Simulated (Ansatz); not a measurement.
# What ScAlSe3 (model cell, started as cubic perovskite with Al in the octahedra) distorts into, part 3 of 3

Wanted: the energy along a soft mode of ScAlSe3 (model cell, started as cubic perovskite with Al in the octahedra) and the structure at the end.

Ansatz 0.2.0; DFT PBE, scalar-relativistic, plane waves, PAW; PAW set soft_1.

So far. Step 5 (Energy along the mode, all amplitudes (two of the runs …): The lowest of the steps tried is the last one, at 0.6 Å, 169 meV/atom below the parent; the bottom of the well need not coincide with a step. Step 7 (The new phase in its own primitive cell): The largest force component left is 0.83 meV/Å and the pressure is 0.001 GPa, within the tolerances set. The cell now holds 25.61 Å³/atom. The relaxed cell has a = 6.959, c = 10.575 Å (conventional setting).

The structure was built from a prototype and need not be the compound's stable phase.

## 8. Modes of the new phase

A relaxed structure may still be a saddle point, so its zone-centre modes are computed. No field response is asked, since the mesh shows no gap.

File input.yaml:

```yaml
crystal:
  lattice:
    - [-3.4795809998, 3.4795809998, 5.2873149002]
    - [3.4795809998, -3.4795809998, 5.2873149002]
    - [3.4795809998, 3.4795809998, -5.2873149002]
  atoms:
    - { symbol: Sc, position: [0.8474854724, 0.8474854724, 0.0] }
    - { symbol: Sc, position: [0.1525145276, 0.1525145276, 0.0] }
    - { symbol: Al, position: [0.0, 0.5, 0.5] }
    - { symbol: Al, position: [0.5, 0.0, 0.5] }
    - { symbol: Se, position: [0.7750584329, 0.7750584329, 0.5501168658] }
    - { symbol: Se, position: [0.2249415671, 0.2249415671, 0.4498831342] }
    - { symbol: Se, position: [0.75, 0.25, 0.5] }
    - { symbol: Se, position: [0.25, 0.75, 0.5] }
    - { symbol: Se, position: [0.2249415671, 0.7750584329, 0.0] }
    - { symbol: Se, position: [0.7750584329, 0.2249415671, 0.0] }
kpoints:
  mp_grid: { grid: [8, 8, 8] }
hamiltonian:
  xc: pbe
  pseudopotentials: { kind: paw, azcp: { folder: soft_1 } }
scf:
  occupations: { method: methfessel_paxton, width: 0.2 }
output:
  eigenvalues: true
phonons:
  method: dfpt
```

Launch:

```bash
ansatz run input.yaml --threads 4 --pin off --max-ram 16384MiB --backend cpu --events-out ev --progress --plain --runs-dir out
```

Numbers of over 12 decimals in the logs are rounded to 6 here.

The program printed:

```text
[...]
Crystal: 10 atoms, lattice volume = 256.064 Å³
Basis set: ecut = 420 eV, 4989 PW (Γ), exchange–correlation on 100×100×100 points (8 copies of the dense FFT grid, shifted against one another)
Bands: 75, of which v1, the nominal top of the filled ones, is band 62 counted from 1 (61 counted from 0)
Symmetry: 16 space group operations
k-points: 260 of 512 (irreducible under 1 space group operation, time reversal used)
[...]
SCF iter   1: F=—  HF=-38175.701262 eV  |F-HF|=—  |Δ(HF+E_count)|=         —  Δρ=1.34e-1  dr2=1.22e2  ethr=3.10e-3  ⟨swp⟩=6.3  Hψ=72500  notcnv=0
[...]
SCF iter  14: F=-38168.589476 eV  HF=-38168.589476 eV  |F-HF|=1.46e-11  |Δ(HF+E_count)|=  2.91e-11  S|Δr|=    0.00e0  Δρ=2.51e-8  dr2=5.10e-12  ethr=1.00e-12  ⟨swp⟩=12.4  Hψ=101559  notcnv=0
SCF 1 converged in 14 iterations: F = -38168.589476 eV  dr2 = 5.10e-12
[...]
DFPT response loops at Γ: preconditioner auto → Kerker (q_TF=auto, 2.418 Å⁻¹) (partly filled bands, converged f_vac=0.118); β = 1.00, the filter's whole step (`scf.mixing.beta` (0.50) is not read by the response loops under this deck's `scf.mixing.preconditioner`; to damp them name `kerker` or `kerker_dos`, under which they read `scf.mixing.beta`, and type it under 1.00, their step now; both keys bind the ground state too); Broyden in place of MSR1
SCF converged after 14 iterations
[...]
Free energy (F): -38168.589476 eV
[...]
Internal energy: -38168.600286 eV  (E = F + TS)
E sigma→0 (E₀):  -38168.592178 eV
Entropy (-TS):   0.010810 eV (1.081 meV/atom)
Fermi energy:    6.589219 eV
[...]
--- Band table (eV; the first three rows and the last of 260) ---
  k-point 0: bands = [... 58 lower, 6.1791, 6.2270, 6.2270, 6.4456, 6.4456, 7.1710, 7.8870, 7.9450, ... 9 higher]
  k-point 1: bands = [... 58 lower, 6.0114, 6.2459, 6.3122, 6.4312, 6.4779, 7.2627, 7.9652, 7.9780, ... 9 higher]
  k-point 2: bands = [... 58 lower, 5.7897, 5.9685, 6.2310, 6.5610, 7.1266, 7.5486, 8.0076, 8.1965, ... 9 higher]
  k-point 259: bands = [... 58 lower, 5.5233, 5.5233, 5.6986, 6.1426, 7.3475, 7.7949, 8.1985, 8.4945, ... 9 higher]
--- Phonons (Γ-DFPT): 9 representative perturbations + reference, on 260 of 512 k-points (Σ response iterations 36) ---
  k mesh reduced under 1 symmetry operation, with k and −k counted as one. Each operation leaves every solved perturbation unchanged. A smaller set is not used because it would not reduce the number of displacements times k-points to solve
  ASR residual: 5.332e-5 → 0.000e0 eV/Å²; symmetrization residual: 7.272e-6 eV/Å²
  ASR residual per site (eV/Å²): 4.35e-5 4.35e-5 5.33e-5 5.33e-5 3.81e-5 3.81e-5 2.02e-5 2.02e-5 3.81e-5 3.81e-5
  Γ frequencies (cm⁻¹): -130.08 -126.09 -126.09 -100.75 -100.75 0.00 0.00 0.00 54.80 80.84 83.71 83.71 88.70 88.70 101.18 129.80 142.28 142.28 145.96 155.05 188.67 188.67 190.71 203.06 251.56 261.86 311.95 311.95 351.26 351.26
  non-analytic LO–TO correction: not included (Born effective charges unavailable; polar crystals: no LO–TO splitting at Γ)
```

Wall time 34 min (4 threads of Arm Neoverse V2, shared host); peak memory 12 GiB.

This step gave:

```
sum-rule residual before enforcement                    : 5.33e-5 eV/Å²
point group                                             : 4/mmm
highest optical mode at the zone centre (no LO-TO term) : 351.3 cm⁻¹
lowest optical zone-centre mode                         : -130.1 cm⁻¹
```

Patterns of degenerate modes are one choice out of their space. Modes at Γ, with each element's share of the kinetic energy (negative means imaginary):

| mode | frequency (cm⁻¹) | symmetry | Sc % | Al % | Se % |
| --- | --- | --- | --- | --- | --- |
| 1 | -130.1 | A2u | 1 | 87 | 12 |
| 2 | -126.1 | Eg | 26 | 0 | 74 |
| 3 | -126.1 | Eg | 26 | 0 | 74 |
| 4 | -100.8 | Eu | 22 | 1 | 78 |
| 5 | -100.8 | Eu | 22 | 1 | 78 |
| 6 | 0.0 | acoustic | 15 | 9 | 77 |
| 7 | 0.0 | acoustic | 15 | 9 | 77 |
| 8 | 0.0 | acoustic | 15 | 9 | 77 |
| 9 | 54.8 | B2g | 0 | 0 | 100 |
| 10 | 80.8 | B1u | 0 | 0 | 100 |
| 11 | 83.7 | Eg | 14 | 0 | 86 |
| 12 | 83.7 | Eg | 14 | 0 | 86 |
| 13 | 88.7 | Eu | 13 | 31 | 55 |
| 14 | 88.7 | Eu | 13 | 31 | 55 |
| 15 | 101.2 | B1g | 0 | 0 | 100 |
| 16 | 129.8 | A2u | 25 | 2 | 73 |
| 17 | 142.3 | Eg | 60 | 0 | 40 |
| 18 | 142.3 | Eg | 60 | 0 | 40 |
| 19 | 146.0 | A2g | 0 | 0 | 100 |
| 20 | 155.1 | A1g | 15 | 0 | 85 |
| 21 | 188.7 | Eu | 46 | 2 | 52 |
| 22 | 188.7 | Eu | 46 | 2 | 52 |
| 23 | 190.7 | A2u | 60 | 2 | 38 |
| 24 | 203.1 | B2u | 0 | 100 | 0 |
| 25 | 251.6 | B1g | 0 | 0 | 100 |
| 26 | 261.9 | A1g | 85 | 0 | 15 |
| 27 | 311.9 | Eu | 2 | 63 | 35 |
| 28 | 311.9 | Eu | 2 | 63 | 35 |
| 29 | 351.3 | Eu | 2 | 94 | 4 |
| 30 | 351.3 | Eu | 2 | 94 | 4 |

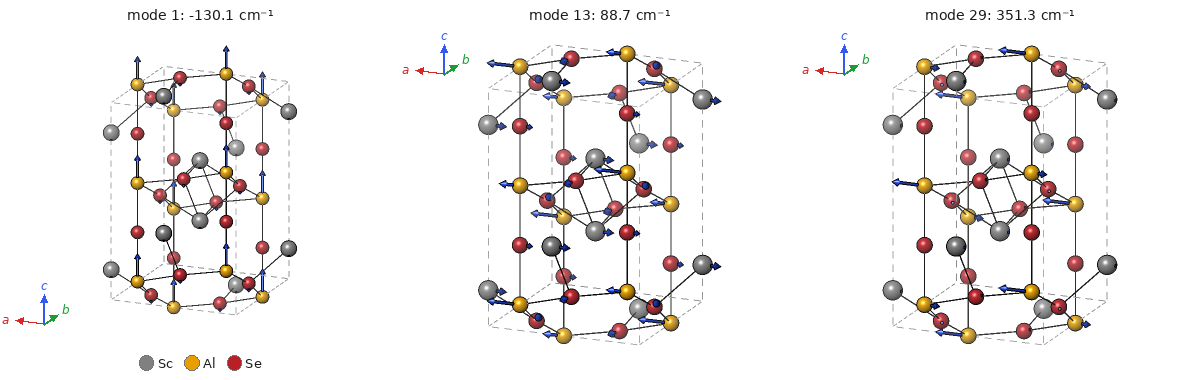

Displacement patterns of modes 1, 13 and 29 at Γ; arrows are exaggerated. Some periodic images of atoms are drawn too.

Before it was imposed, the acoustic sum rule was missed by 5.3e-5 eV/Å². Small misses are needed for a sound result but don't prove that mesh and cutoff are converged. The lowest optical mode is imaginary, 130.1i cm⁻¹, so the energy falls along it.

## 9. What came out

| Quantity | Value |
| --- | --- |
| unstable mode of the parent | q = (-0.5, -0.5, -0.5), 183i cm⁻¹ |
| depth at the lowest point sampled | 169 meV/atom |
| largest atomic shift at that point | 0.6 Å |
| space group reached (within 0.01 Å) | I4/mmm |
| energy gained over the parent (first relaxation, on the mesh of the frozen mode) | 275 meV/atom |
| volume per atom, phase reached | 25.6 Å³ |
| lowest optical zone-centre mode, phase reached | -130 cm⁻¹ |
| highest optical mode at the zone centre (no LO-TO term), phase reached | 351 cm⁻¹ |

What this shows: Along this mode the structure falls into I4/mmm, 275 meV/atom below the parent. At the parent's cell the well is 169.4 meV/atom deep on the steps tried, with its lowest point at a shift of 0.6 Å. That is the last step tried, so the steps alone don't bracket the bottom of the well. Relaxing atoms and cell changes the gain by +105.14 meV/atom against the lowest step (energies at zero smearing). The new phase still has an imaginary mode at the zone centre of its cell, so it is a saddle point on the way to a lower structure. Of the 6 patterns followed to their end from this parent, this one ends 395 meV/atom above the lowest, Amm2. Each path keeps the symmetry of its pattern, so a lower phase may lie along a pattern not tried. With no gap, or one that is small against the smearing, the frequencies hang on the k mesh and the smearing, most of all near Kohn anomalies. A semilocal functional can close a gap that the real compound would have, so the metallic treatment may be an artefact of the level. The starting cell was built on a prototype and not taken from a measurement, so the phase need not exist.

[Logs are printed without paths, hosts, clocks, repeated set-up lines and the standing remarks that a program may print on its own settings, such as how far it seeks lower states.]

[Hosts, paths, dates, database ids (printed as entryN), source tags and the programs' standing remarks are cut or masked in the printed files.]
